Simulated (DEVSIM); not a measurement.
Structure: Schottky contact on n-type GaAs, at 300 K.

```csv
layer (left to right),material,thickness (μm),Nd (cm⁻³),τn (s),τp (s)
1,GaAs,0.350,1.3e16,3e-10,3e-10
```

Left contact: Schottky, work function 5.04 eV, emission velocity 1.1e7 cm/s. Right contact: ohmic. Voltage is applied to the left contact. Recombination: SRH at mid-gap. Mobility is μmin + (μ − μmin)/(1 + (N/Nref)^α).

Constants are typed, rounded textbook-type inputs, not results; the design itself was drawn at random and stands for no fabricated device. Values at 300 K.

| parameter | GaAs |
|---|---|
| gap (eV) | 1.424 |
| affinity (eV) | 4.07 |
| permittivity | 12.9 |
| Nc (cm⁻³) | 4.7e17 |
| Nv (cm⁻³) | 9e18 |
| μn (cm²/Vs) | 8500 |
| μp (cm²/Vs) | 400 |
| μn,min | 500 |
| μp,min | 20 |
| Nref,n | 6e16 |
| Nref,p | 1.5e17 |
| αn | 0.39 |
| αp | 0.38 |

DEVSIM, 1D drift-diffusion, Boltzmann statistics, complete ionisation; no tunnelling, impact ionisation, image-force lowering or self-heating. Metal contacts follow the ideal Schottky-Mott rule: no Fermi-level pinning, no interface dipoles.

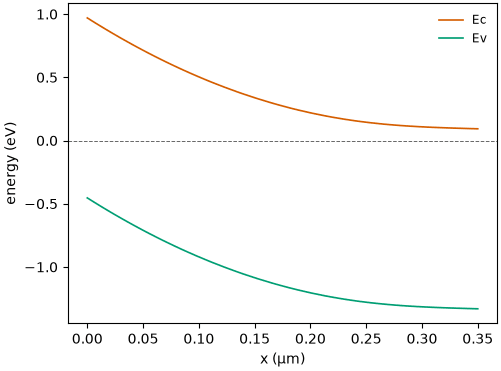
Figure. Band edges at zero bias

Energies count from the Fermi level of the right contact; mesh points crowd at the junctions.

```tsv
x (μm)	Ec (eV)	Ev (eV)	n (cm⁻³)	p (cm⁻³)	field (V/cm)
0.000	0.970	-0.454	< 1e2	2.1e11	-56000
0.005370	0.940	-0.484	< 1e2	6.7e10	-55000
0.01177	0.906	-0.518	290	1.8e10	-54000
0.01940	0.865	-0.559	1400	3.7e9	-52000
0.03051	0.808	-0.616	12000	4.1e8	-50000
0.04173	0.753	-0.671	100000	4.8e7	-48000
0.05510	0.690	-0.734	1200000	4300000	-46000
0.07824	0.589	-0.835	5.9e7	86000	-42000
0.09861	0.509	-0.915	1.3e9	3800	-38000
0.1229	0.422	-1.002	3.8e10	130	-33000
0.1518	0.333	-1.091	1.2e12	< 1e2	-28000
0.1888	0.242	-1.182	4.0e13	< 1e2	-21000
0.2192	0.185	-1.239	3.6e14	< 1e2	-16000
0.2448	0.150	-1.274	1.4e15	< 1e2	-12000
0.2738	0.124	-1.300	4.0e15	< 1e2	-7300
0.2905	0.113	-1.311	5.9e15	< 1e2	-5400
0.3046	0.106	-1.318	7.7e15	< 1e2	-4100
0.3164	0.102	-1.322	9.1e15	< 1e2	-3400
0.3281	0.098	-1.326	1.0e16	< 1e2	-2800
0.3362	0.096	-1.328	1.1e16	< 1e2	-2600
0.3429	0.094	-1.329	1.2e16	< 1e2	-2500
0.3500	0.093	-1.331	1.3e16	< 1e2	-2400
```
